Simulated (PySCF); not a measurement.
The calculation's input:

```
{"job": {"kind": "epr", "basis": "pcH-1"}, "charge": 0, "multiplicity": 2}
N      2.150301    -0.389639    -0.577386
Si     0.556787     0.151482    -0.957210
N     -0.627658    -1.008284    -0.373858
Si    -1.543201     0.104785     0.589786
N     -0.276446     1.221451     0.176428
H      2.321226    -0.697412     0.371932
H      2.941045     0.125924    -0.926185
H     -0.849860    -1.934536    -0.687322
H     -1.552279    -0.236670     2.009225
H     -2.863659     0.446091     0.067025
H     -0.250831     2.219479     0.281602
```

Launched as:

```sh
OMP_NUM_THREADS=1 python probes_run.py task.json out
```

Geometry: GFN2-xTB.

Theory: UKS B3LYP, pcH-1 on H N Si, non-relativistic, mean-field spin-orbit, GIAO in PySCF 2.14.0, density-fitted response routines.

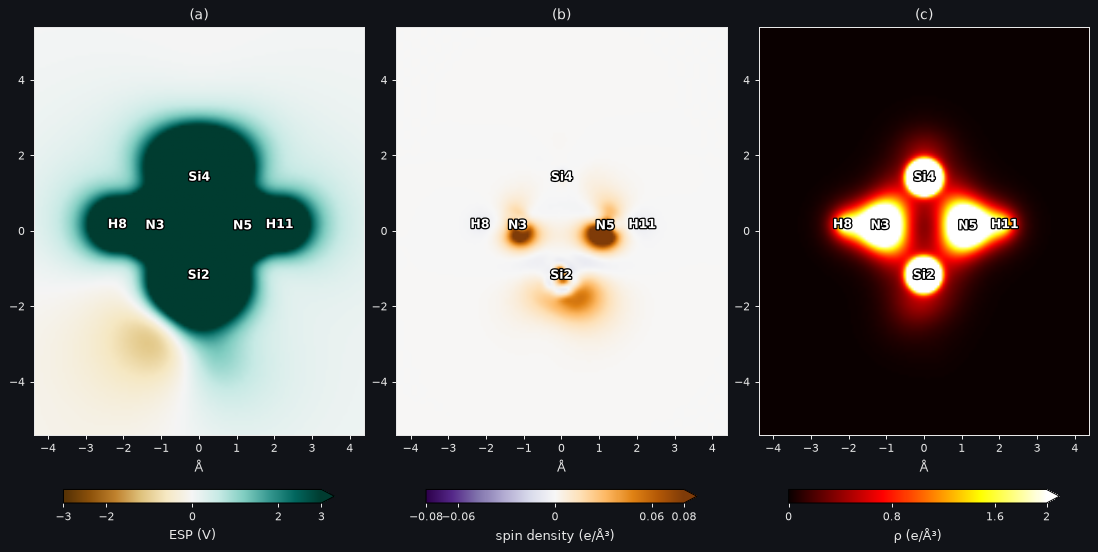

H$_{6}$N$_{3}$Si$_{2}$ (doublet). (a) electrostatic potential; (b) spin density (α minus β); (c) electron density on the plane of atoms N3, Si4 and N5.

> Describe what can be read from this map.

- The section cuts through Si, N and H sites.
- Si–N (1.73 Å): ρ is about 1.1 e/Å³ halfway.
- N–H (1.00 Å): ρ at the midpoint is about 2.8 e/Å³.
- Si–N (1.77 Å): ρ is about 0.98 e/Å³ halfway.
- The unpaired spin (1 electron) lies mostly on Si2 (about 0.7), N5 (about 0.1), N1 (about 0.1) and N3 (about 0.1), in electrons by Hirshfeld's partition.
- Outside the dense part of the molecule the potential is most negative (−1.1 V) near N1, which lies off the plane.
